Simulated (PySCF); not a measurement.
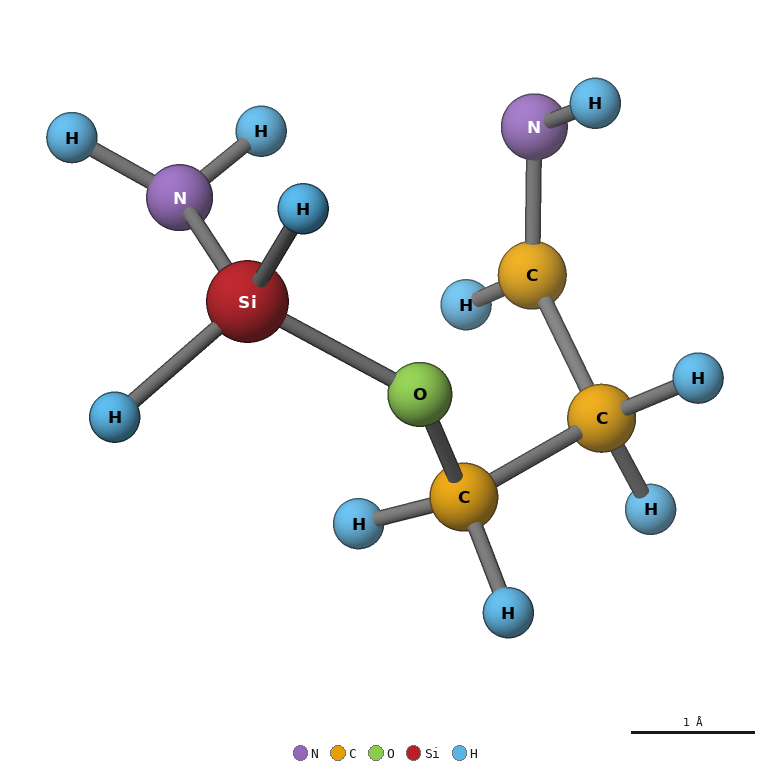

A ball-and-stick model of a molecule. Every bond is drawn as one stick, whatever its order.

The computed structure is the end point of a GFN2-xTB optimisation. No frequency run is at hand to confirm it as a minimum.

Question: Give the formula.

Answer: C3H10N2OSi, 17 atoms: 3 carbon, 10 hydrogen, 2 nitrogen, 1 oxygen and 1 silicon.

Question: What is its SMILES?

Answer: [H]/N=C\CCO[SiH2]N

The parts below concern this one geometry. Atoms keep their numbers from picture to picture.

## Geometry

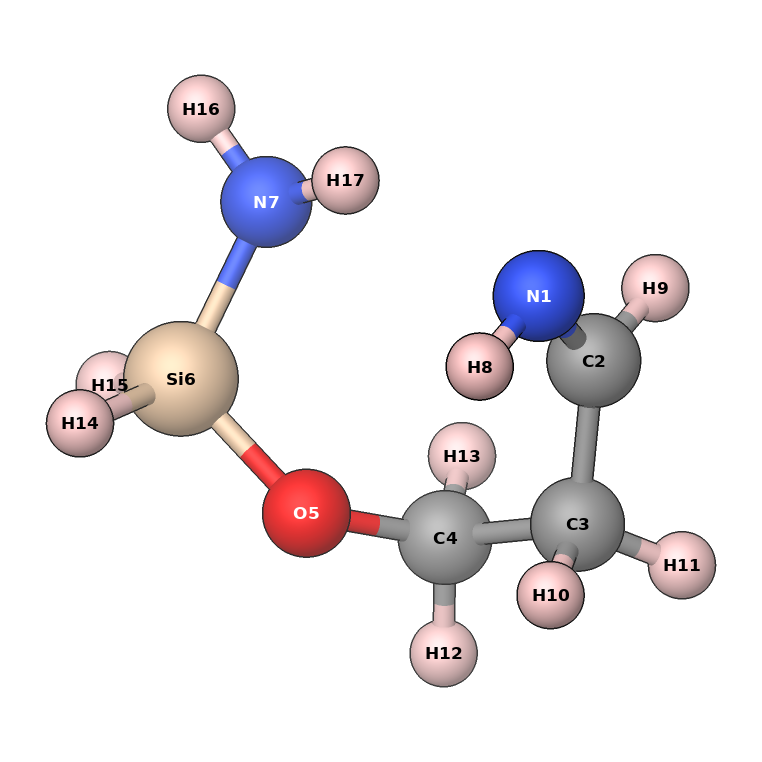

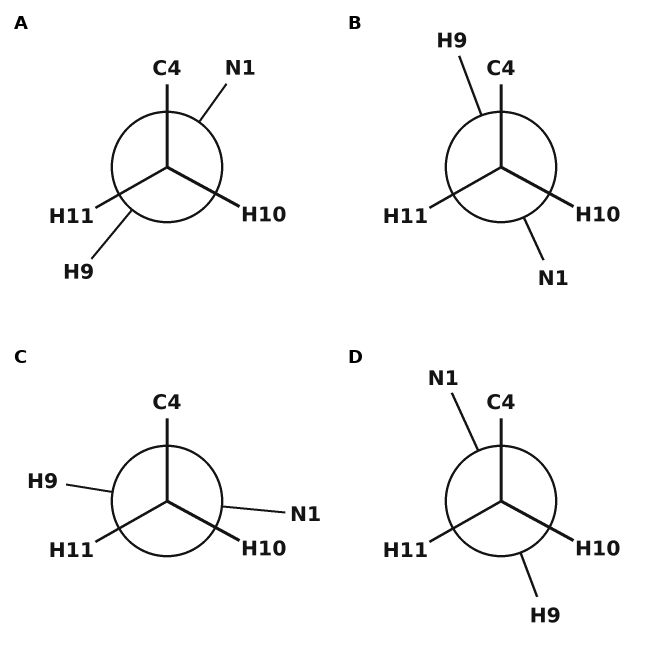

Distant atoms are faded towards the background colour. Bonds that would overlap in a projection are set slightly apart. No frequency run is at hand to confirm it as a minimum.

Question: Which Newman projection shows the view along C3–C2, with C3 in front?

Answer: C. The torsion angle C4–C3–C2–N1 is 96°, about perpendicular.

## Dipole moment

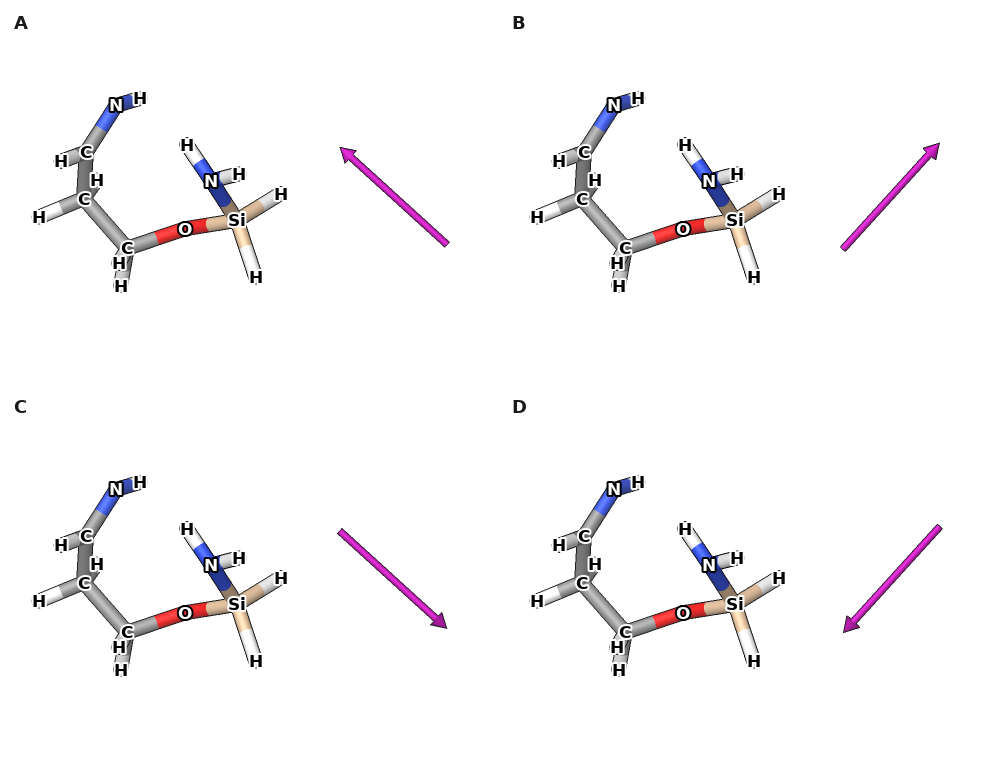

The same molecule four times, each with an arrow. No frequency run is at hand to confirm it as a minimum. Level of theory: PBE0/pcSseg-1, gas phase (PySCF 2.14.0).

Question: Which arrow points along the dipole moment, from the negative to the positive end?

Answer: D. The dipole moment is 1.34 D.

## Charges

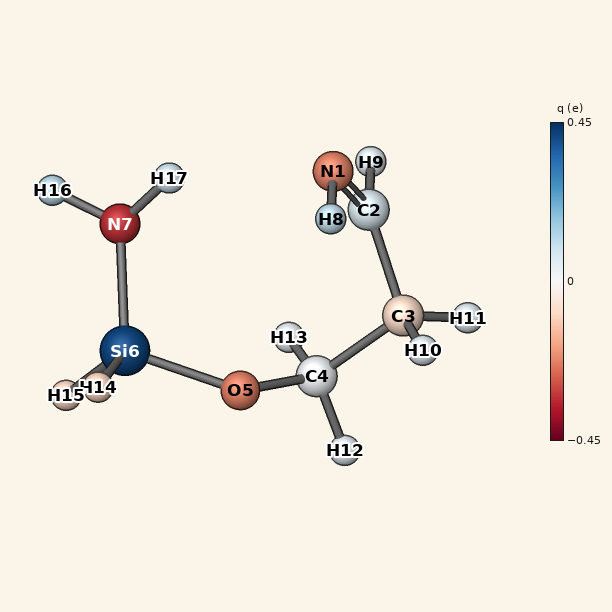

Atoms are coloured by their Hirshfeld charges. No frequency run is at hand to confirm it as a minimum. Properties computed with PBE0/pcSseg-1, gas phase (PySCF 2.14.0).

Give the Hirshfeld charges atom by atom.

| atom | value (e) |
| --- | --- |
| N1 | −0.22 |
| C2 | 0.06 |
| C3 | −0.08 |
| C4 | 0.02 |
| O5 | −0.22 |
| Si6 | 0.41 |
| N7 | −0.32 |
| H8 | 0.11 |
| H9 | 0.05 |
| H10 | 0.05 |
| H11 | 0.05 |
| H12 | 0.04 |
| H13 | 0.04 |
| H14 | −0.10 |
| H15 | −0.09 |
| H16 | 0.12 |
| H17 | 0.09 |

## NMR shielding

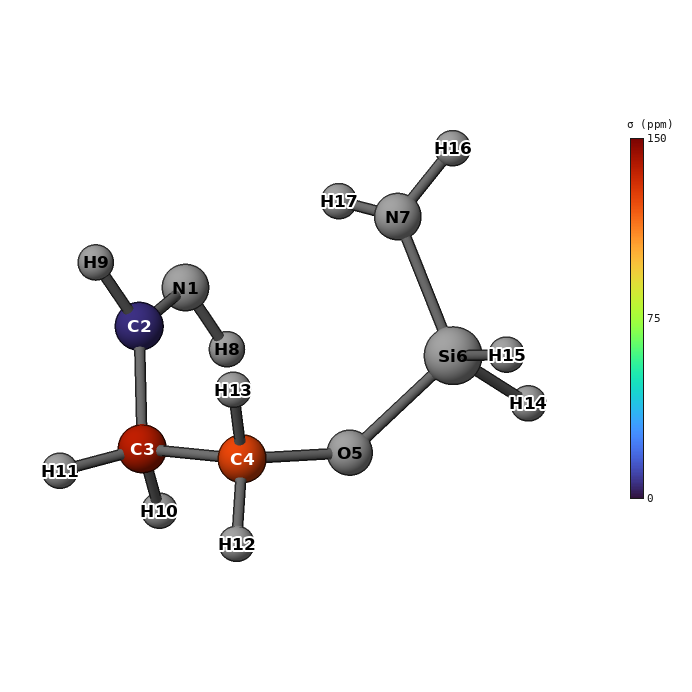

Atoms are coloured by their isotropic NMR shieldings (C only, the others grey). No frequency run is at hand to confirm it as a minimum. Properties computed with GIAO PBE0/pcSseg-1 NMR shielding, non-relativistic, gas phase (PySCF 2.14.0).

List the isotropic NMR shieldings of the C atoms.

```csv
atom,σ (ppm)
C2,6.2
C3,137.6
C4,125.3
```

The geometry is semi-empirical. Around Si such bond lengths and angles can be off by a tenth of an ångström or more and by several degrees, and values that hang on the shape move with them.
